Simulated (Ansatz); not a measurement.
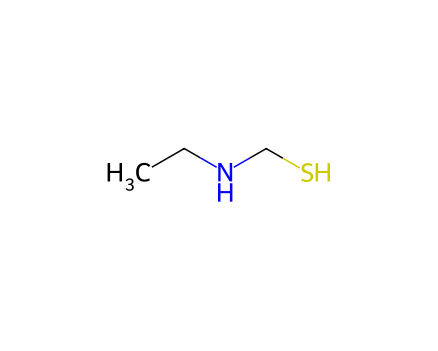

2D structure.

> Give its SMILES.

CCNCS

> What is the molecular formula?

C3H9NS.

> An optimisation with PBE0-D4/def2-TZVP gave a structure of which point group?

C1. Other conformers may differ.

More results for the same structure follow; atom numbers are the same in all pictures, views and colours differ. The computed structure is the end point of a PBE0-D4/def2-TZVP optimisation. No frequency run is at hand to confirm it as a minimum.

### Levels of theory compared

No frequency run is at hand to confirm it as a minimum. Program: Ansatz 0.2.0.

At this fixed geometry, give HOMO–LUMO gap (eV) at these levels: B3LYP-D4/def2-TZVPP; PBE-D4/def2-TZVPP; PBE0-D4/def2-TZVPP; r2SCAN-D4/def2-TZVPP; ωB97M-V/def2-TZVPP; ωB97X-V/def2-TZVPP.

| level | HOMO–LUMO gap (eV) |
| --- | --- |
| B3LYP-D4/def2-TZVPP | 6.65 |
| PBE-D4/def2-TZVPP | 4.85 |
| PBE0-D4/def2-TZVPP | 7.17 |
| r2SCAN-D4/def2-TZVPP | 5.50 |
| ωB97M-V/def2-TZVPP | 11.17 |
| ωB97X-V/def2-TZVPP | 11.61 |

### Charges

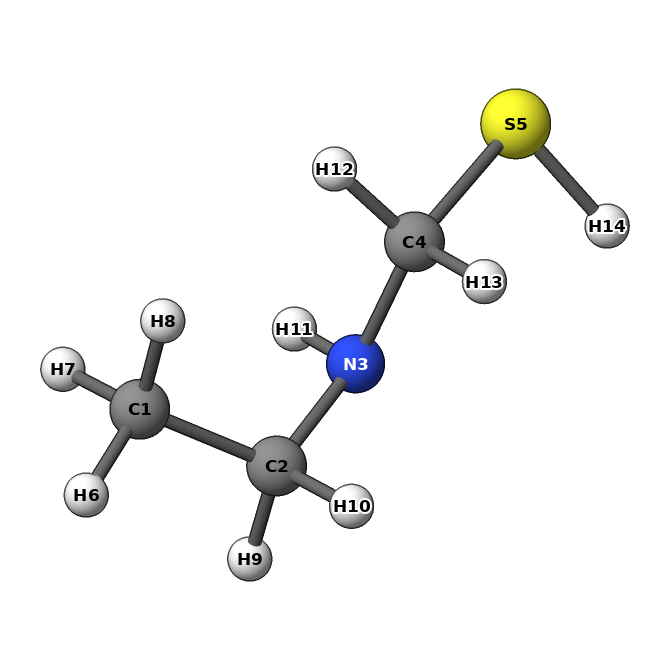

The questions are on Mulliken charges. No frequency run is at hand to confirm it as a minimum. Properties computed with RKS ωB97M-V/def2-TZVPP (Ansatz 0.2.0).

> Which atom carries the highest charge (most positive or least negative)?

H13 (0.14 e).

> And the lowest?

C1 (−0.29 e).

List the Mulliken charges.

| atom | value (e) |
| --- | --- |
| C1 | −0.29 |
| C2 | −0.11 |
| N3 | −0.23 |
| C4 | −0.15 |
| S5 | −0.17 |
| H6 | 0.10 |
| H7 | 0.09 |
| H8 | 0.09 |
| H9 | 0.10 |
| H10 | 0.09 |
| H11 | 0.10 |
| H12 | 0.12 |
| H13 | 0.14 |
| H14 | 0.11 |

### Dipole moment

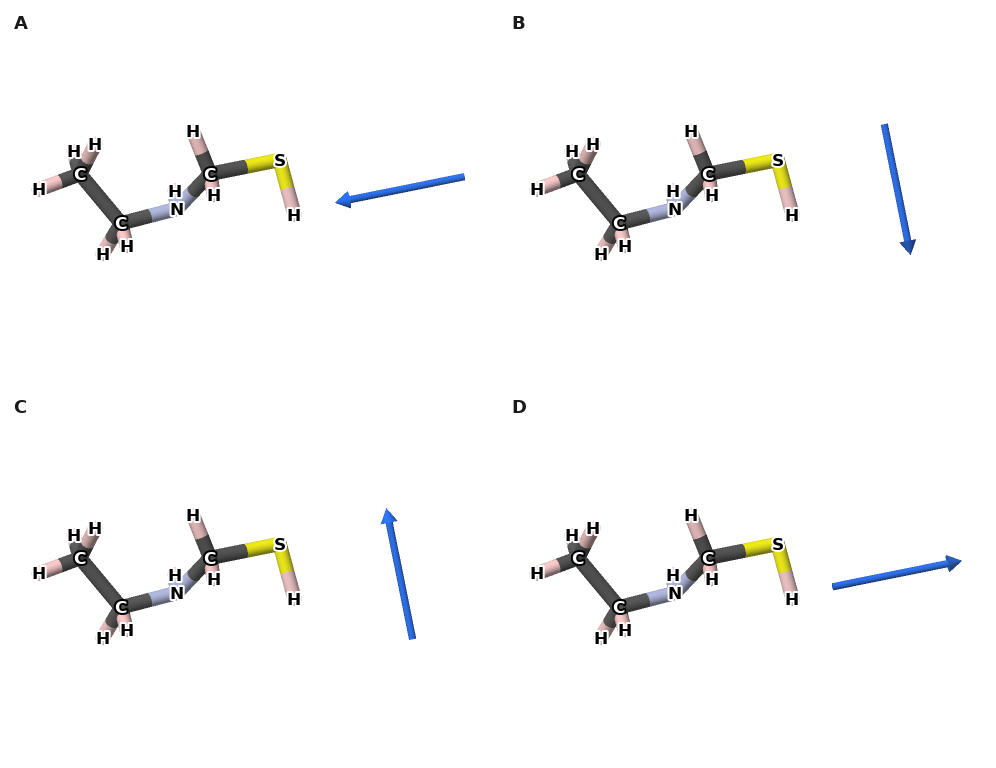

The same molecule four times, each with an arrow. No frequency run is at hand to confirm it as a minimum. Properties computed with RKS PBE-D4/def2-TZVPP (Ansatz 0.2.0).

> Which arrow points along the dipole moment, from the negative to the positive end?

A. The dipole moment is 1.82 D.

Mulliken values depend strongly on the basis set and can even reverse the polarity of a bond.
